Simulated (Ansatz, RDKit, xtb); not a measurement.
# CH7GeSi: a search for the lowest isomer

Given the formula CH7GeSi (odd number of electrons) and nothing else, which arrangement of the atoms is the most stable in the gas at 298.15 K, and what are its properties?

The funnel: GFN2-xTB relaxations, single points with a density functional, relaxations at B3LYP-D3(BJ)/def2-SVP, harmonic vibrations, and a last energy at a higher level. All values are calculated.

2 further runs of the same task are left out: 2 set aside as unsound or not needed.

**1. Drawing up candidates**

All bonding patterns within simple valence rules are listed by program: one Lewis structure each, at most two rings and one unusual centre or charged pair. O–O, O–halogen and N–halogen bonds and N–N–N chains are not drawn. That gives 9 candidates.

```tsv
label	SMILES	spin
c051	C[SiH2][GeH2]	doublet
c140	[CH3][GeH2][SiH2]	doublet
c198	[CH2][SiH2][GeH3]	doublet
c205	[SiH2][CH2][GeH3]	doublet
c427	[SiH3][CH2][GeH2]	doublet
c428	[CH2][GeH2][SiH3]	doublet
c687	[SiH3][CH][GeH3]	doublet
c802	C[SiH][GeH3]	doublet
c824	[CH3][GeH][SiH3]	doublet
```

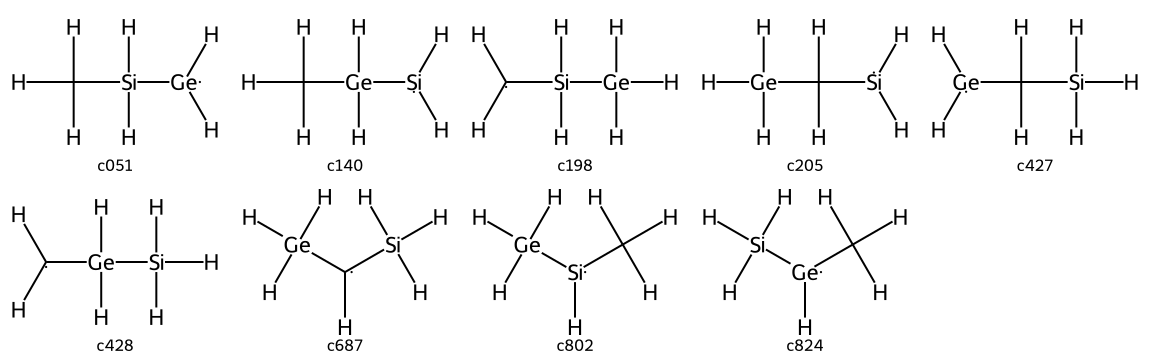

Structural formulas of the candidates.

Candidates are built by distance geometry, with a force field where one applies, in up to four conformers (letters a to d). 5 starts with atoms placed at random are added, to find patterns that the rules miss.

**2. First filter: tight binding**

All 14 starts are relaxed the same way. One of them, c464 (atoms placed at random), in full:

The input, start.xyz:

```xyz
10
c464
C      1.865340    -0.027680    -1.452760
Ge     0.182660     0.687390    -0.855230
Si    -1.154650     0.643230     1.221260
H     -1.496250     0.449470    -1.219590
H     -1.176680    -1.004070     0.627310
H     -0.405090     0.174740    -2.413420
H     -0.542020     1.868700    -1.054410
H      1.666930     1.096860    -0.361880
H      0.395090     2.453160    -0.403940
H     -0.121810    -0.447260     0.101680
```

Run with:

```bash
xtb start.xyz --gfn 2 --opt --uhf 1
```

Output, cut to the lines that bear on the results:

```text
* xtb version 6.7.1
[...]
          :  # basis functions                  31          :
[...]
          :  # electrons                        19          :
[...]
          :  Hamiltonian                  GFN2-xTB          :
[...]
          :  net charge                          0          :
          :  unpaired electrons                  1          :
[...]
   *** convergence criteria satisfied after 34 iterations ***
[...]
   *** GEOMETRY OPTIMIZATION CONVERGED AFTER 37 ITERATIONS ***
[...]
   *** convergence criteria satisfied after 3 iterations ***
[...]
         ::                     SUMMARY                     ::
         :::::::::::::::::::::::::::::::::::::::::::::::::::::
         :: total energy              -9.172790789295 Eh    ::
         :: gradient norm              0.000574978235 Eh/a0 ::
         :: HOMO-LUMO gap              1.697891199710 eV    ::
         ::.................................................::
         :: SCC energy                -9.280434021768 Eh    ::
         :: -> isotropic ES            0.010825965045 Eh    ::
         :: -> anisotropic ES          0.008538277169 Eh    ::
         :: -> anisotropic XC          0.014015122667 Eh    ::
         :: -> dispersion             -0.005615533447 Eh    ::
         :: repulsion energy           0.107643232473 Eh    ::
         :: add. restraining           0.000000000000 Eh    ::
         :: total charge              -0.000000000000 e     ::
         :::::::::::::::::::::::::::::::::::::::::::::::::::::
[...]
        10        1.0000           -0.3175895              -8.6421 (HOMO)
        11                         -0.2551932              -6.9442 (LUMO)
[...]
     #   Z          covCN         q      C6AA      α(0)
     1   6          1.827    -0.187    36.605     9.775
     2  32          2.751     0.060   220.261    28.925
     3  14          3.679     0.433    98.951    19.059
     4   1          0.918    -0.098     5.507     3.670
     5   1          0.918    -0.097     5.457     3.653
     6   1          0.926    -0.074     4.742     3.405
     7   1          0.771     0.010     2.968     2.713
     8   1          0.926     0.048     2.339     2.392
     9   1          0.771     0.012     2.944     2.702
    10   1          0.919    -0.107     5.825     3.775
[...]
     #   Z sym  total        # sym  WBO       # sym  WBO       # sym  WBO
 ---------------------------------------------------------------------------
     1   6      3.164 --     2      1.868     8      0.951     3      0.218
     2  32      3.614 --     1      1.868     6      0.839     3      0.696
     3  14      3.618 --     4      0.882    10      0.881     5      0.880
                             2      0.696     1      0.218
     4   1      0.990 --     3      0.882
     5   1      0.990 --     3      0.880
     6   1      0.994 --     2      0.839
     7   1      1.000 --     9      0.962
     8   1      0.998 --     1      0.951
     9   1      1.000 --     7      0.962
    10   1      0.988 --     3      0.881
 ---------------------------------------------------------------------------
[...]
molecular dipole:
                 x           y           z       tot (Debye)
 q only:       -0.580       0.262       0.445
   full:       -1.106       0.290       0.603       3.286
molecular quadrupole (traceless):
[...]
          | TOTAL ENERGY               -9.172790789295 Eh   |
          | GRADIENT NORM               0.000574978235 Eh/α |
          | HOMO-LUMO GAP               1.697891199710 eV   |
           -------------------------------------------------
[...]
```

Run time: 0.16 s. Hardware: 2 threads of Arm Neoverse V1, shared host.

**3. Distinct minima at GFN2-xTB**

14 of the 14 relaxations converged; 1 ended on a minimum already found. 13 distinct structures remain:

```tsv
label	start	SMILES after	spin	energy (kcal/mol)	note
c824a	drawn and random	[CH3][GeH][SiH3]	doublet	0.0	
c051a	drawn	C[SiH2][GeH2]	doublet	2.7	
c427a	drawn	[SiH3][CH2][GeH2]	doublet	10.8	
c140a	drawn	[CH3][GeH2][SiH2]	doublet	11.0	
c802a	drawn	C[SiH][GeH3]	doublet	12.5	
c168	random	C[SiH3].[GeH]	doublet	17.7	fell apart
c205a	drawn	[SiH2][CH2][GeH3]	doublet	23.6	
c672	random	[SiH2][CH2][GeH3]	doublet	24.1	
c428a	drawn	[CH2][GeH2][SiH3]	doublet	30.2	
c198a	drawn	[CH2][SiH2][GeH3]	doublet	30.7	
c687a	drawn	[SiH3][CH][GeH3]	doublet	34.5	
c660	random	[CH2][SiH3].[GeH2]	doublet	42.8	fell apart
c464	random	[CH][GeH][SiH3].[H][H]	doublet	91.7	fell apart
```

GFN2-xTB has no spin polarisation, so it can't rank spin states and is rough for open shells.

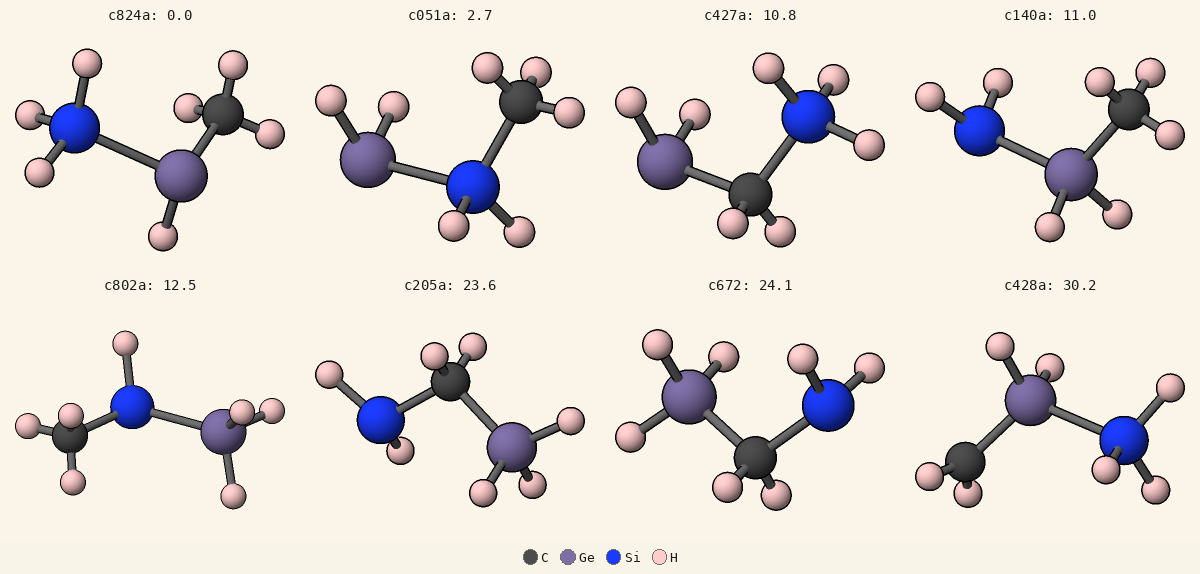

The 8 lowest minima that did not fall apart, with their GFN2-xTB energies in kcal/mol.

**4. Single points on the low minima**

A choice of the minima (the low ones first, few conformers of a pattern, up to a cap) and the lowest that fell apart get a single point at r2SCAN-D4/def2-SVP on the tight-binding geometry, and one at HF/STO-3G for comparison. The first, c824a:

The input, input.yaml:

```yaml
crystal:
  periodic: [false, false, false]
  atoms:
    - {symbol: C, position_ang: [-0.837709, -1.318593, -0.420767]}
    - {symbol: Ge, position_ang: [-0.247718, 0.554193, 0.021486]}
    - {symbol: Si, position_ang: [2.105821, 0.444035, 0.457791]}
    - {symbol: H, position_ang: [-0.233914, -1.696971, -1.242836]}
    - {symbol: H, position_ang: [-0.706142, -1.977892, 0.433846]}
    - {symbol: H, position_ang: [-1.881128, -1.362520, -0.723112]}
    - {symbol: H, position_ang: [-0.346058, 1.176283, -1.427063]}
    - {symbol: H, position_ang: [2.901457, -0.156421, -0.618248]}
    - {symbol: H, position_ang: [2.301330, -0.367817, 1.661140]}
    - {symbol: H, position_ang: [2.618285, 1.791637, 0.703886]}
basis:
  gaussian:
    orbitals: def2-SVP
magnetization:
  spin_polarized: true
  initial_magnetization: 1
hamiltonian:
  xc: {name: r2SCAN}
  dispersion: d4
scf:
  lower_state_search: "off"
```

Run with:

```bash
ansatz run input.yaml --threads 2 --pin off --max-ram 4350MiB --events-out events.jsonl --progress --plain --runs-dir runs
```

Output, cut to the lines that bear on the results:

```text
Warning: RAYON_NUM_THREADS=2 ignored (pool sized by the plan → 2); use --threads N
Functional definition: r2SCAN
  name "r2SCAN"
[...]
1111 factors; their error is unknown
[...]
mean field -65533.81084318 eV, -2408.3231280744 hartree, gradient 4.4e-6 eV, S^2 0.753389; 0 other end points of the search recorded, 0 dependent functions left out
reference -65533.81085536 eV, -2408.3231285220 hartree; 30, 29 occupied and 69, 70 virtual orbitals, 1111 factors
Total energy: -65533.85676268 eV, -2408.3248155850 hartree
Checks for a lower state left out: stability, starts, cluster_reference, orbital_swaps, neighbouring_geometries, increment
```

It took 3.9 s on 2 threads of Arm Neoverse V1, shared host.

Relative energies in kcal/mol, each column from its lowest structure that stays in one piece:

```tsv
label	SMILES	spin	GFN2-xTB	HF/STO-3G	r2SCAN-D4/def2-SVP
c051a	C[SiH2][GeH2]	doublet	2.7	8.8	0.0
c824a	[CH3][GeH][SiH3]	doublet	0.0	9.0	3.2
c802a	C[SiH][GeH3]	doublet	12.5	0.0	3.5
c140a	[CH3][GeH2][SiH2]	doublet	11.0	2.7	5.3
c427a	[SiH3][CH2][GeH2]	doublet	10.8	18.8	8.2
c672	[SiH2][CH2][GeH3]	doublet	24.1	12.3	11.9
c205a	[SiH2][CH2][GeH3]	doublet	23.6	12.7	13.2
c168	C[SiH3].[GeH]	doublet	17.7	68.1	30.3
```

**5. Relaxing the best candidates**

6 candidates are relaxed at B3LYP-D3(BJ)/def2-SVP (chosen among the lowest in one piece). The first, c051a:

The input, input.yaml:

```yaml
crystal:
  periodic: [false, false, false]
  atoms:
    - {symbol: C, position_ang: [-0.446144, -1.228194, -0.324125]}
    - {symbol: Ge, position_ang: [2.019910, 1.019411, 0.833233]}
    - {symbol: Si, position_ang: [0.874416, -0.030865, -0.990070]}
    - {symbol: H, position_ang: [-0.983417, -1.718422, -1.131035]}
    - {symbol: H, position_ang: [0.007889, -1.998403, 0.293522]}
    - {symbol: H, position_ang: [-1.170503, -0.699115, 0.289026]}
    - {symbol: H, position_ang: [0.239559, 0.997714, -1.822653]}
    - {symbol: H, position_ang: [1.841899, -0.765947, -1.813052]}
    - {symbol: H, position_ang: [2.405433, -0.168864, 1.777742]}
    - {symbol: H, position_ang: [0.867395, 1.514953, 1.771345]}
basis:
  gaussian: {orbitals: def2-SVP}
hamiltonian: {xc: {name: B3LYP}, dispersion: d3bj}
magnetization: {spin_polarized: true, initial_magnetization: 1}
relax: {f_tol: 0.003}
```

Run with:

```bash
ansatz run input.yaml --threads 2 --pin off --max-ram 4350MiB --events-out events.jsonl --progress --plain --runs-dir runs
```

Output, cut to the lines that bear on the results:

```text
Warning: RAYON_NUM_THREADS=2 ignored (pool sized by the plan → 2); use --threads N
[...]
Functional definition: B3LYP
  name "B3LYP"
[...]
1061 factors; integrals over basis functions are off by at most 3.0e-4 eV
[...]
mean field -65537.45877730 eV, -2408.4571871806 hartree, gradient 2.4e-5 eV, S^2 0.751683; 0 other end points of the search recorded, 0 dependent functions left out
[...]
reference -65537.45904025 eV, -2408.4571968441 hartree; 30, 29 occupied and 69, 70 virtual orbitals, 1061 factors
relax step   1: F+E_penalty+E_count = -65537.83496990 eV  Δ(F+E_penalty+E_count) = +0.000e0 eV  max|allowed force component| = 6.590e-1 eV/Å  Δτ_max = 0.0000 Å  (28 SCF iters, accepted)
[...]
relax step   3: F+E_penalty+E_count = -65538.02021039 eV  Δ(F+E_penalty+E_count) = -4.595e-2 eV  max|allowed force component| = 2.352e-1 eV/Å  Δτ_max = 0.0593 Å  (27 SCF iters, accepted)
[...]
Total energy: -65538.04429077 eV, -2408.4787044037 hartree
Atom 0 at    -0.521906    -1.297306    -0.392337 Å, force    -0.000019    -0.000000     0.000501 eV/Å
Atom 1 at     1.945197     0.951227     0.917902 Å, force    -0.001596    -0.001494     0.001117 eV/Å
Atom 2 at     0.822517    -0.077878    -0.929621 Å, force     0.001275     0.001149    -0.002294 eV/Å
Atom 3 at    -1.007583    -1.742783    -1.276288 Å, force     0.000022    -0.000002    -0.000345 eV/Å
Atom 4 at    -0.093003    -2.110185     0.213738 Å, force    -0.000414    -0.000533     0.000786 eV/Å
Atom 5 at    -1.292986    -0.789828     0.207630 Å, force    -0.000576    -0.000383     0.000793 eV/Å
Atom 6 at     0.227699     1.012679    -1.758554 Å, force    -0.000106     0.000223    -0.000502 eV/Å
Atom 7 at     1.855437    -0.778002    -1.750083 Å, force     0.000214    -0.000088    -0.000554 eV/Å
Atom 8 at     2.705429    -0.050212     1.828915 Å, force     0.000758     0.000331     0.000289 eV/Å
Atom 9 at     1.015634     1.804556     1.822632 Å, force     0.000440     0.000797     0.000209 eV/Å
Dipole moment:    -0.160345    -0.145906    -0.042707 e Å
```

It took 34 s on 2 threads of Arm Neoverse V1, shared host.

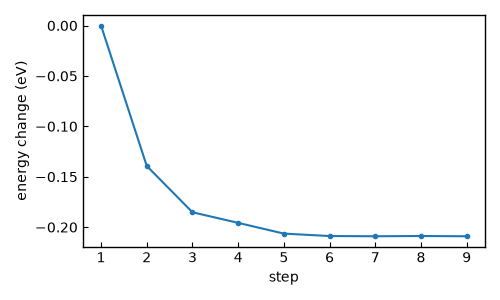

Energy along the run, all evaluated steps.

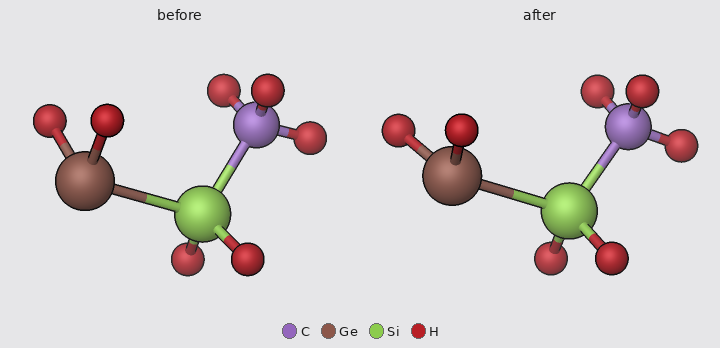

Before and after, at one scale.

After the run. Bond lengths: C1–Si3 1.893 Å, Ge2–Si3 2.394 Å, C1–H4 1.103 Å, C1–H5 1.101 Å, C1–H6 1.101 Å, Si3–H7 1.493 Å, Si3–H8 1.493 Å, Ge2–H9 1.553 Å, Ge2–H10 1.553 Å. Some angles: C1–Si3–Ge2 113.0°, C1–Si3–H7 110.2°, C1–Si3–H8 110.2°, Ge2–Si3–H7 107.5°, Ge2–Si3–H8 107.5°, Si3–C1–H4 110.2°, Si3–C1–H5 110.8°, Si3–C1–H6 110.8°, Si3–Ge2–H9 113.9°, Si3–Ge2–H10 113.9°.

**6. The relaxed candidates**

```tsv
label	spin	r2SCAN-D4/def2-SVP (kcal/mol)	B3LYP-D3(BJ)/def2-SVP, relaxed (kcal/mol)	time
c051a	doublet	0.0	0.0	34 s
c824a	doublet	3.2	3.3	34 s
c802a	doublet	3.5	6.9	31 s
c427a	doublet	8.2	9.0	28 s
c140a	doublet	5.3	9.1	28 s
c672	doublet	11.9	15.3	34 s
```

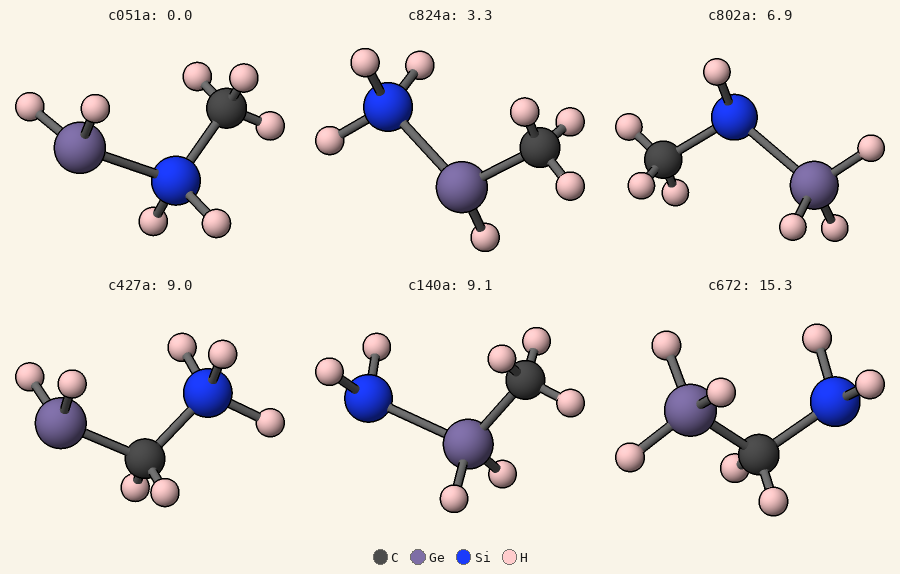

The relaxed structures, with energies at B3LYP-D3(BJ)/def2-SVP in kcal/mol.

**7. Are they minima? Harmonic frequencies**

The lowest few in one piece go on as finalists (c427a, c140a, c672 drop out). Harmonic vibrations at B3LYP-D3(BJ)/def2-SVP test each finalist and give the zero-point energy and the thermal terms. The first, c051a:

The input, input.yaml:

```yaml
crystal:
  periodic: [false, false, false]
  atoms:
    - {symbol: C, position_ang: [-0.521906, -1.297306, -0.392337]}
    - {symbol: Ge, position_ang: [1.945197, 0.951227, 0.917902]}
    - {symbol: Si, position_ang: [0.822517, -0.077878, -0.929621]}
    - {symbol: H, position_ang: [-1.007583, -1.742783, -1.276288]}
    - {symbol: H, position_ang: [-0.093003, -2.110185, 0.213738]}
    - {symbol: H, position_ang: [-1.292986, -0.789828, 0.207630]}
    - {symbol: H, position_ang: [0.227699, 1.012679, -1.758554]}
    - {symbol: H, position_ang: [1.855437, -0.778002, -1.750083]}
    - {symbol: H, position_ang: [2.705429, -0.050212, 1.828915]}
    - {symbol: H, position_ang: [1.015634, 1.804556, 1.822632]}
basis:
  gaussian:
    orbitals: def2-SVP
magnetization:
  spin_polarized: true
  initial_magnetization: 1
hamiltonian:
  xc: {name: B3LYP}
  dispersion: d3bj
scf:
  lower_state_search: off
phonons: {}
```

Run with:

```bash
ansatz run input.yaml --threads 2 --pin off --max-ram 4350MiB --events-out events.jsonl --progress --plain --runs-dir runs
```

Output, cut to the lines that bear on the results:

```text
Warning: RAYON_NUM_THREADS=2 ignored (pool sized by the plan → 2); use --threads N
[... 2 set-up lines as earlier in the session ...]
[...]
1063 factors; integrals over basis functions are off by at most 3.5e-4 eV
[...]
mean field -65537.67771825 eV, -2408.4652331123 hartree, gradient 1.2e-6 eV, S^2 0.751744; 0 other end points of the search recorded, 0 dependent functions left out
[...]
reference -65537.67798740 eV, -2408.4652430034 hartree; 30, 29 occupied and 69, 70 virtual orbitals, 1063 factors
[...]
1063 factors; integrals over basis functions are off by at most 3.4e-4 eV
mean field -65537.67754158 eV, -2408.4652266196 hartree, gradient 1.4e-6 eV, S^2 0.751743; 0 other end points of the search recorded, 0 dependent functions left out
[...]
reference -65537.67781071 eV, -2408.4652365100 hartree; 30, 29 occupied and 69, 70 virtual orbitals, 1063 factors
[...]
Atom 3 at    -1.007583    -1.742783    -1.276288 Å, force     0.000025     0.000002    -0.000348 eV/Å
Atom 4 at    -0.093003    -2.110185     0.213738 Å, force    -0.000418    -0.000529     0.000785 eV/Å
Atom 5 at    -1.292986    -0.789828     0.207630 Å, force    -0.000586    -0.000380     0.000801 eV/Å
Atom 6 at     0.227699     1.012679    -1.758554 Å, force    -0.000103     0.000222    -0.000499 eV/Å
Atom 7 at     1.855437    -0.778002    -1.750083 Å, force     0.000209    -0.000083    -0.000550 eV/Å
Atom 8 at     2.705429    -0.050212     1.828915 Å, force     0.000765     0.000334     0.000289 eV/Å
Atom 9 at     1.015634     1.804556     1.822632 Å, force     0.000445     0.000804     0.000209 eV/Å
Dipole moment:    -0.160344    -0.145905    -0.042705 e Å
Vibrations: 88.35 137.69 165.02 326.61 354.59 460.46 498.27 656.96 671.14 706.20 838.97 890.76 897.90 940.55 1262.91 1432.38 1436.05 2057.70 2082.92 2210.05 2214.92 3031.21 3123.12 3134.90 cm⁻¹, zero-point energy 1.836182 eV
Checks for a lower state left out: stability, starts, cluster_reference, orbital_swaps, neighbouring_geometries, increment
```

Wall time 2.2 min (2 threads of Arm Neoverse V1, shared host).

**8. Thermal terms of the finalists**

At 298.15 K and 1 atm, ideal gas, rigid rotor and harmonic oscillator:

```tsv
label	SMILES	spin	point group	lowest mode (cm⁻¹)	zero-point (kcal/mol)	G − E (kcal/mol)
c051a	C[SiH2][GeH2]	doublet	Cs	88	42.3	22.6
c824a	[CH3][GeH][SiH3]	doublet	C1	78	42.5	22.1
c802a	C[SiH][GeH3]	doublet	C1	79	42.1	21.9
```

Chiral structures get −RT ln 2 for their mirror image.

**9. The final energy**

Single points at CCSD(T)/def2-SVP + MP2/def2-TZVPP - MP2/def2-SVP on the refined geometries decide the order.

c051a, CCSD(T)/def2-SVP:

The input, input.yaml:

```yaml
basis:
  gaussian: {orbitals: def2-SVP}
crystal:
  periodic: [false, false, false]
  atoms:
    - symbol: C
      position_ang: [-0.521906, -1.297306, -0.392337]
    - symbol: Ge
      position_ang: [1.945197, 0.951227, 0.917902]
    - symbol: Si
      position_ang: [0.822517, -0.077878, -0.929621]
    - symbol: H
      position_ang: [-1.007583, -1.742783, -1.276288]
    - symbol: H
      position_ang: [-0.093003, -2.110185, 0.213738]
    - symbol: H
      position_ang: [-1.292986, -0.789828, 0.207630]
    - symbol: H
      position_ang: [0.227699, 1.012679, -1.758554]
    - symbol: H
      position_ang: [1.855437, -0.778002, -1.750083]
    - symbol: H
      position_ang: [2.705429, -0.050212, 1.828915]
    - symbol: H
      position_ang: [1.015634, 1.804556, 1.822632]
magnetization: {spin_polarized: true, initial_magnetization: 1}
correlation: {method: ccsd_t, frozen_orbitals: {Ge: 9, C: 1, Si: 5, H: 0}}
scf: {omitted_lower_state_checks: [cluster_reference]}
```

Run with:

```bash
ansatz run input.yaml --threads 2 --pin off --max-ram 4350MiB --events-out events.jsonl --progress --plain --runs-dir runs
```

Output, cut to the lines that bear on the results:

```text
Warning: RAYON_NUM_THREADS=2 ignored (pool sized by the plan → 2); use --threads N
Functional definition: HF
  name "HF"
[...]
992 factors; integrals over basis functions are off by at most 1.1e-3 eV
[...]
mean field -65466.14501192 eV, -2405.8364546413 hartree, gradient 6.6e-6 eV, S^2 0.757236; 0 other end points of the search recorded, 0 dependent functions left out
15 core orbitals not correlated: weight in the atoms' cores, before any rotation towards them, 1.000 or more for the frozen orbitals, at most 0.000 for the correlated occupied ones
reference -65466.14501192 eV, -2405.8364546413 hartree; 15, 14 occupied and 69, 70 virtual orbitals, 992 factors
second order -12.69156899 eV of doubles, -0.00000000 eV of singles
cycle   1  -13.36476796 eV  change   -6.7e-1 eV  update   8.9e-2
[...]
cycle  10  -13.91014569 eV  change    7.0e-6 eV  update   1.9e-5
perturbative correction -0.38916734 eV, -0.0143016361 hartree
Total energy: -65480.44432495 eV, -2406.3619447027 hartree
Checks for a lower state left out: cluster_reference
```

Run time: 20 s. Hardware: 2 threads of Arm Neoverse V1, shared host; peak memory 0.74 GiB.

(Part 1 of 2 ends here.)
